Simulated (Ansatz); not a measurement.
## Nudged elastic band of CH$_{5}$AlN$_{2}$O (part 1 of 2)

CH$_{5}$AlN$_{2}$O, computed with RHF/6-31G* (Ansatz 0.2.0).

It belongs to a series of runs on one base structure; here: band between the two ends. Figures and captions count atoms from 1; the log counts them from 0 in places.

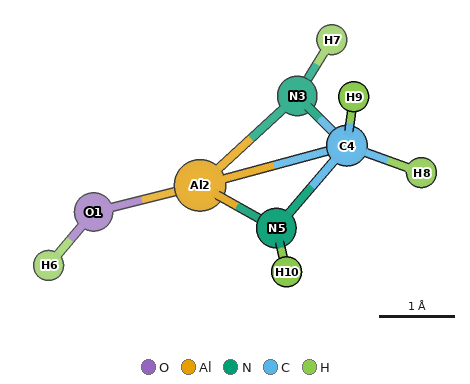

*The structure as given in the input (ball-and-stick view, seen at a tilt; atoms are numbered from 1 in the order of the input). Sticks mark near contacts.*

## The input
```yaml
crystal:
  periodic: [false, false, false]
  atoms:
    - { symbol: O, position_ang: [0.937402, -0.16694, -2.550789] }
    - { symbol: Al, position_ang: [0.383971, -0.075511, -0.966122] }
    - { symbol: "N", position_ang: [0.91476, -0.510142, 0.657651] }
    - { symbol: C, position_ang: [-0.328819, 0.022148, 1.224217] }
    - { symbol: "N", position_ang: [-0.99166, 0.475754, -0.004185] }
    - { symbol: H, position_ang: [0.510341, 0.107288, -3.345191] }
    - { symbol: H, position_ang: [1.549271, -0.98554, 1.253106] }
    - { symbol: H, position_ang: [-0.904703, -0.743912, 1.743123] }
    - { symbol: H, position_ang: [-0.147436, 0.842277, 1.918657] }
    - { symbol: H, position_ang: [-1.840027, 0.983577, 0.072533] }
basis:
  gaussian: { orbitals: "6-31G*" }
hamiltonian:
  xc: hf
neb:
  order_check: false
  images: 9
  f_tol: 0.05
  max_iterations: 60
  spring: 20.0
  final_atoms:
    - { symbol: O, position_ang: [0.50441728, 0.05579856, -2.67420093] }
    - { symbol: Al, position_ang: [0.17737509, 0.02995333, -1.02535025] }
    - { symbol: "N", position_ang: [0.85145596, -0.50641284, 0.51692911] }
    - { symbol: C, position_ang: [-0.32041197, 0.01984979, 1.22650741] }
    - { symbol: "N", position_ang: [-1.08137458, 0.55308651, 0.09203078] }
    - { symbol: H, position_ang: [1.25438502, -0.28205478, -3.13467106] }
    - { symbol: H, position_ang: [1.57221803, -0.94000827, 1.04206108] }
    - { symbol: H, position_ang: [-0.86477536, -0.76150187, 1.75633777] }
    - { symbol: H, position_ang: [-0.05223561, 0.79561251, 1.94333524] }
    - { symbol: H, position_ang: [-1.95795386, 0.98467605, 0.26002084] }
  initial_path:
    images:
      - { positions_ang: [[0.937402, -0.16694, -2.550789], [0.383971, -0.075511, -0.966122], [0.91476, -0.510142, 0.657651], [-0.328819, 0.022148, 1.224217], [-0.99166, 0.475754, -0.004185], [0.510341, 0.107288, -3.345191], [1.549271, -0.98554, 1.253106], [-0.904703, -0.743912, 1.743123], [-0.147436, 0.842277, 1.918657], [-1.840027, 0.983577, 0.072533]] }
      - { positions_ang: [[0.96599999, -0.16074305, -2.5731802], [0.39003782, -0.0700465, -0.96382252], [0.92790026, -0.44445157, 0.68873566], [-0.32337213, 0.02252567, 1.23454851], [-1.02594128, 0.41133275, 0.00225521], [0.47923627, 0.09621449, -3.32374518], [1.50061548, -1.02432038, 1.1975196], [-0.86381681, -0.76513728, 1.76432277], [-0.20649606, 0.86299569, 1.9257105], [-1.76106355, 1.02062918, 0.05065565]] }
      - { positions_ang: [[0.99459797, -0.15454611, -2.59557139], [0.39610465, -0.06458201, -0.96152304], [0.94104053, -0.37876114, 0.71982031], [-0.31792527, 0.02290334, 1.24488002], [-1.06022257, 0.34691151, 0.00869541], [0.44813155, 0.08514099, -3.30229936], [1.45195996, -1.06310076, 1.1419332], [-0.82293062, -0.78636256, 1.78552254], [-0.26555611, 0.88371438, 1.932764], [-1.68210009, 1.05768137, 0.02877831]] }
      - { positions_ang: [[1.02319596, -0.14834916, -2.61796259], [0.40217147, -0.05911751, -0.95922356], [0.95418079, -0.31307071, 0.75090497], [-0.3124784, 0.02328101, 1.25521153], [-1.09450385, 0.28249026, 0.01513562], [0.41702682, 0.07406748, -3.28085354], [1.40330444, -1.10188114, 1.0863468], [-0.78204443, -0.80758784, 1.80672231], [-0.32461617, 0.90443307, 1.93981751], [-1.60313664, 1.09473355, 0.00690096]] }
      - { positions_ang: [[1.05179395, -0.14215222, -2.64035378], [0.4082383, -0.05365302, -0.95692408], [0.96732106, -0.24738028, 0.78198962], [-0.30703153, 0.02365868, 1.26554304], [-1.12878514, 0.21806901, 0.02157582], [0.38592209, 0.06299397, -3.25940772], [1.35464893, -1.14066152, 1.03076041], [-0.74115823, -0.82881311, 1.82792208], [-0.38367623, 0.92515176, 1.94687101], [-1.52417319, 1.13178573, -0.01497639]] }
      - { positions_ang: [[1.08039194, -0.13595527, -2.66274498], [0.41430512, -0.04818852, -0.9546246], [0.98046132, -0.18168985, 0.81307428], [-0.30158467, 0.02403635, 1.27587455], [-1.16306642, 0.15364776, 0.02801603], [0.35481737, 0.05192047, -3.2379619], [1.30599341, -1.1794419, 0.97517401], [-0.70027204, -0.85003839, 1.84912184], [-0.44273628, 0.94587045, 1.95392451], [-1.44520974, 1.16883792, -0.03685374]] }
      - { positions_ang: [[0.965197, -0.09760451, -2.66503617], [0.36691911, -0.03256015, -0.96876973], [0.95466025, -0.24663445, 0.75384524], [-0.30535013, 0.02319904, 1.26600112], [-1.14672805, 0.23353551, 0.04081898], [0.5347309, -0.01487458, -3.21730373], [1.35923833, -1.13155518, 0.98855142], [-0.73317271, -0.83233109, 1.83056503], [-0.36463615, 0.91581886, 1.95180666], [-1.54775856, 1.13200554, 0.02252118]] }
      - { positions_ang: [[0.85000207, -0.05925374, -2.66732736], [0.31953311, -0.01693178, -0.98291486], [0.92885918, -0.31157905, 0.69461621], [-0.30911559, 0.02236173, 1.25612769], [-1.13038968, 0.31342326, 0.05362193], [0.71464443, -0.08166963, -3.19664556], [1.41248326, -1.08366845, 1.00192884], [-0.76607337, -0.81462378, 1.81200821], [-0.28653602, 0.88576727, 1.9496888], [-1.65030738, 1.09517317, 0.0818961]] }
      - { positions_ang: [[0.73480714, -0.02090297, -2.66961855], [0.2721471, -0.00130341, -0.99705999], [0.90305811, -0.37652364, 0.63538718], [-0.31288105, 0.02152442, 1.24625426], [-1.11405131, 0.39331101, 0.06642488], [0.89455796, -0.14846468, -3.17598739], [1.46572818, -1.03578172, 1.01530625], [-0.79897403, -0.79691648, 1.7934514], [-0.20843588, 0.85571568, 1.94757095], [-1.75285621, 1.0583408, 0.14127101]] }
      - { positions_ang: [[0.61961221, 0.01744779, -2.67190974], [0.22476109, 0.01432496, -1.01120512], [0.87725703, -0.44146824, 0.57615814], [-0.31664651, 0.0206871, 1.23638083], [-1.09771294, 0.47319876, 0.07922783], [1.07447149, -0.21525973, -3.15532923], [1.51897311, -0.987895, 1.02868367], [-0.8318747, -0.77920917, 1.77489459], [-0.13033575, 0.8256641, 1.94545309], [-1.85540503, 1.02150843, 0.20064593]] }
      - { positions_ang: [[0.50441728, 0.05579856, -2.67420093], [0.17737509, 0.02995333, -1.02535025], [0.85145596, -0.50641284, 0.51692911], [-0.32041197, 0.01984979, 1.22650741], [-1.08137458, 0.55308651, 0.09203078], [1.25438502, -0.28205478, -3.13467106], [1.57221803, -0.94000827, 1.04206108], [-0.86477536, -0.76150187, 1.75633777], [-0.05223561, 0.79561251, 1.94333524], [-1.95795386, 0.98467605, 0.26002084]] }
```

Launched with:
```bash
ansatz run input.yaml --threads 1 --pin off --max-ram 2048MiB --backend cpu --events-out ev --progress --plain --runs-dir out
```

## What the program printed
```
Engine: ansatz 0.2.0, aarch64-unknown-linux-gnu
Functional definition: HF
  exchange = exact_x
  correlation = 0
962 factors; integrals over basis functions are off by at most 3.0e-4 eV
mean field evaluation 1: about -12689.0852 eV, gradient 5.1e1 eV
mean field evaluation 2: about -12689.1562 eV, gradient 5.1e1 eV
mean field evaluation 4: about -12694.2554 eV, gradient 3.2e0 eV
mean field evaluation 8: about -12694.2972 eV, gradient 2.4e-1 eV
mean field -12694.29744243 eV, -466.5068265055 hartree, gradient 2.7e-5 eV, S^2 0.000000; 0 other end points of the search recorded, 0 dependent functions left out
the calculation of the forces begins
reference -12694.29744243 eV, -466.5068265055 hartree; 23, 23 occupied and 66, 66 virtual orbitals, 962 factors
962 factors; integrals over basis functions are off by at most 3.5e-4 eV
mean field evaluation 16: about -12694.2555 eV, gradient 3.2e0 eV
mean field -12694.29744806 eV, -466.5068267125 hartree, gradient 2.6e-5 eV, S^2 0.000000; 0 other end points of the search recorded, 0 dependent functions left out
[... from here on the field's lines of each further geometry are left out, up to the last ...]
NEB iter   1: max|band force component| = 1.209e2 eV/Å  barrier→ = 14.9825 eV  barrier← = 14.9825 eV  Δτ_max = 0.2000 Å  (384 SCF iters)
NEB iter   2: max|band force component| = 7.424e1 eV/Å  barrier→ = 9.7809 eV  barrier← = 9.7809 eV  Δτ_max = 0.1986 Å  (295 SCF iters)
NEB iter   3: max|band force component| = 2.259e1 eV/Å  barrier→ = 2.2923 eV  barrier← = 2.2923 eV  Δτ_max = 0.1907 Å  (290 SCF iters)
NEB iter   4: max|band force component| = 9.538e0 eV/Å  barrier→ = 0.9867 eV  barrier← = 0.9867 eV  Δτ_max = 0.1888 Å  (287 SCF iters)
NEB iter   5: max|band force component| = 3.051e0 eV/Å  barrier→ = 0.2660 eV  barrier← = 0.2660 eV  Δτ_max = 0.1185 Å  (287 SCF iters)
NEB iter   6: max|band force component| = 1.522e0 eV/Å  barrier→ = 0.1131 eV  barrier← = 0.1131 eV  Δτ_max = 0.2000 Å  (286 SCF iters)
NEB iter   7: max|band force component| = 1.773e0 eV/Å  barrier→ = 0.2201 eV  barrier← = 0.2201 eV  Δτ_max = 0.0998 Å  (284 SCF iters)
NEB iter   8: max|band force component| = 4.450e0 eV/Å  barrier→ = 0.3982 eV  barrier← = 0.3982 eV  Δτ_max = 0.0502 Å  (292 SCF iters)
NEB iter   9: max|band force component| = 1.564e0 eV/Å  barrier→ = 0.1300 eV  barrier← = 0.1300 eV  Δτ_max = 0.1037 Å  (296 SCF iters)
NEB iter  10: max|band force component| = 6.358e-1 eV/Å  barrier→ = 0.0443 eV  barrier← = 0.0443 eV  Δτ_max = 0.1953 Å  (291 SCF iters)
NEB iter  11: max|band force component| = 6.938e-1 eV/Å  barrier→ = 0.0418 eV  barrier← = 0.0418 eV  Δτ_max = 0.0947 Å  (297 SCF iters)
NEB iter  12: max|band force component| = 8.495e-1 eV/Å  barrier→ = 0.0389 eV  barrier← = 0.0389 eV  Δτ_max = 0.1039 Å  (296 SCF iters)
NEB iter  13: max|band force component| = 4.737e-1 eV/Å  barrier→ = 0.0558 eV  barrier← = 0.0558 eV  CI = image 3  Δτ_max = 0.0996 Å  (289 SCF iters)
NEB iter  14: max|band force component| = 4.295e-1 eV/Å  barrier→ = 0.0387 eV  barrier← = 0.0387 eV  CI = image 4  Δτ_max = 0.0991 Å  (289 SCF iters)
NEB iter  15: max|band force component| = 6.963e-1 eV/Å  barrier→ = 0.0487 eV  barrier← = 0.0487 eV  CI = image 3  Δτ_max = 0.0998 Å  (292 SCF iters)
NEB iter  16: max|band force component| = 3.254e-1 eV/Å  barrier→ = 0.0405 eV  barrier← = 0.0405 eV  CI = image 4  Δτ_max = 0.1419 Å  (292 SCF iters)
NEB iter  17: max|band force component| = 1.738e-1 eV/Å  barrier→ = 0.0404 eV  barrier← = 0.0404 eV  CI = image 4  Δτ_max = 0.0478 Å  (292 SCF iters)
NEB iter  18: max|band force component| = 1.235e-1 eV/Å  barrier→ = 0.0345 eV  barrier← = 0.0345 eV  CI = image 5  Δτ_max = 0.2000 Å  (278 SCF iters)
NEB iter  19: max|band force component| = 2.288e0 eV/Å  barrier→ = 0.0773 eV  barrier← = 0.0773 eV  CI = image 9  Δτ_max = 0.0994 Å  (285 SCF iters)
NEB iter  20: max|band force component| = 4.842e-1 eV/Å  barrier→ = 0.0396 eV  barrier← = 0.0396 eV  CI = image 5  Δτ_max = 0.1821 Å  (293 SCF iters)
NEB iter  21: max|band force component| = 1.277e0 eV/Å  barrier→ = 0.0919 eV  barrier← = 0.0919 eV  CI = image 9  Δτ_max = 0.0997 Å  (293 SCF iters)
NEB iter  22: max|band force component| = 6.505e-1 eV/Å  barrier→ = 0.0348 eV  barrier← = 0.0348 eV  CI = image 4  Δτ_max = 0.2000 Å  (292 SCF iters)
NEB iter  23: max|band force component| = 1.092e0 eV/Å  barrier→ = 0.0733 eV  barrier← = 0.0733 eV  CI = image 9  Δτ_max = 0.1027 Å  (281 SCF iters)
NEB iter  24: max|band force component| = 5.602e-1 eV/Å  barrier→ = 0.0600 eV  barrier← = 0.0600 eV  CI = image 4  Δτ_max = 0.1969 Å  (296 SCF iters)
NEB iter  25: max|band force component| = 6.296e-1 eV/Å  barrier→ = 0.0497 eV  barrier← = 0.0497 eV  CI = image 6  Δτ_max = 0.0980 Å  (291 SCF iters)
NEB iter  26: max|band force component| = 5.403e-1 eV/Å  barrier→ = 0.0498 eV  barrier← = 0.0498 eV  CI = image 4  Δτ_max = 0.0970 Å  (273 SCF iters)
NEB iter  27: max|band force component| = 5.800e-1 eV/Å  barrier→ = 0.0355 eV  barrier← = 0.0355 eV  CI = image 6  Δτ_max = 0.0785 Å  (292 SCF iters)
NEB iter  28: max|band force component| = 4.815e-1 eV/Å  barrier→ = 0.0332 eV  barrier← = 0.0332 eV  CI = image 5  Δτ_max = 0.0571 Å  (292 SCF iters)
NEB iter  29: max|band force component| = 6.379e-2 eV/Å  barrier→ = 0.0337 eV  barrier← = 0.0338 eV  CI = image 5  Δτ_max = 0.0997 Å  (292 SCF iters)
NEB iter  30: max|band force component| = 7.813e-1 eV/Å  barrier→ = 0.0528 eV  barrier← = 0.0528 eV  CI = image 6  Δτ_max = 0.0499 Å  (265 SCF iters)
NEB iter  31: max|band force component| = 3.353e-1 eV/Å  barrier→ = 0.0384 eV  barrier← = 0.0384 eV  CI = image 6  Δτ_max = 0.0991 Å  (288 SCF iters)
NEB iter  32: max|band force component| = 4.481e-1 eV/Å  barrier→ = 0.0358 eV  barrier← = 0.0358 eV  CI = image 4  Δτ_max = 0.0447 Å  (287 SCF iters)
NEB iter  33: max|band force component| = 6.255e-2 eV/Å  barrier→ = 0.0339 eV  barrier← = 0.0339 eV  CI = image 4  Δτ_max = 0.0362 Å  (275 SCF iters)
NEB iter  34: max|band force component| = 6.789e-2 eV/Å  barrier→ = 0.0337 eV  barrier← = 0.0337 eV  CI = image 4  Δτ_max = 0.0181 Å  (292 SCF iters)
NEB iter  35: max|band force component| = 5.395e-2 eV/Å  barrier→ = 0.0336 eV  barrier← = 0.0336 eV  CI = image 4  Δτ_max = 0.0181 Å  (261 SCF iters)
NEB iter  36: max|band force component| = 7.423e-2 eV/Å  barrier→ = 0.0336 eV  barrier← = 0.0336 eV  CI = image 4  Δτ_max = 0.0091 Å  (268 SCF iters)
the calculation of the forces begins
reference -12694.29688003 eV, -466.5068058376 hartree; 23, 23 occupied and 66, 66 virtual orbitals, 962 factors
962 factors; integrals over basis functions are off by at most 3.1e-4 eV
mean field -12694.26380845 eV, -466.5055904793 hartree, gradient 6.8e-5 eV, S^2 0.000000; 1 other end points of the search recorded, 0 dependent functions left out
the calculation of the forces begins
reference -12694.26380845 eV, -466.5055904793 hartree; 23, 23 occupied and 66, 66 virtual orbitals, 962 factors
NEB iter  37: max|band force component| = 2.989e-2 eV/Å  barrier→ = 0.0336 eV  barrier← = 0.0336 eV  CI = image 4  Δτ_max = 0.0000 Å  (553 SCF iters)
```
